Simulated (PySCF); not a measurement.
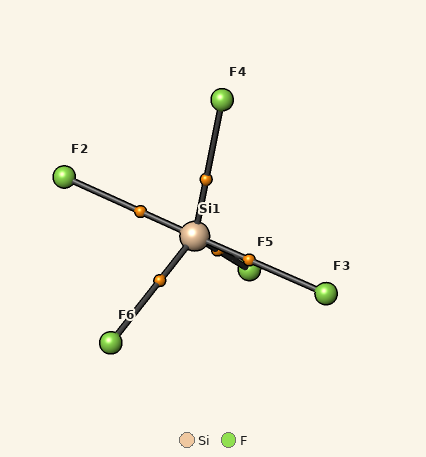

Figure 1: [SiF5]- (F₅Si, charge −1). Molecular graph of the electron density (QTAIM): bond paths, bond critical points (orange), ring points (yellow, if any); weak paths are dashed.

Level of theory: PBE/6-31+G* (PySCF), at a geometry from GFN2-xTB. No frequency check shows the geometry to be a minimum.

Coordinates in Å:

```
Si1      0.0001    0.0013    0.0035
F2       1.6543    0.0062    0.0146
F3      -1.6541    0.0094    0.0084
F4       0.0004    1.5448    0.5262
F5      -0.0045   -1.2547    1.0389
F6       0.0037   -0.3077   -1.5936
```

### How many critical points of each kind are there, and does the count close?

6 nuclei, 5 bond, 0 ring and 0 cage critical points: 6 − 5 + 0 − 0 = 1, as the Poincaré–Hopf relation requires.

### Tabulate density, Laplacian, ellipticity and energy density at the bond critical points (atomic units).

```json
{"bond": "Si1–F6 (3 alike)", "length (Å)": "1.627", "ρ (a.u.)": "0.119", "∇²ρ (a.u.)": "+0.99", "ε": "0.02", "H (a.u.)": "−0.011"}
{"bond": "Si1–F2 (2 alike)", "length (Å)": "1.654", "ρ (a.u.)": "0.114", "∇²ρ (a.u.)": "+0.86", "ε": "0.00", "H (a.u.)": "−0.018"}
```

### What kind of interaction is Si1–F2?

Polar or intermediate (positive Laplacian, negative energy density H): ρ = 0.114, ∇²ρ = +0.86, H = −0.018 a.u.
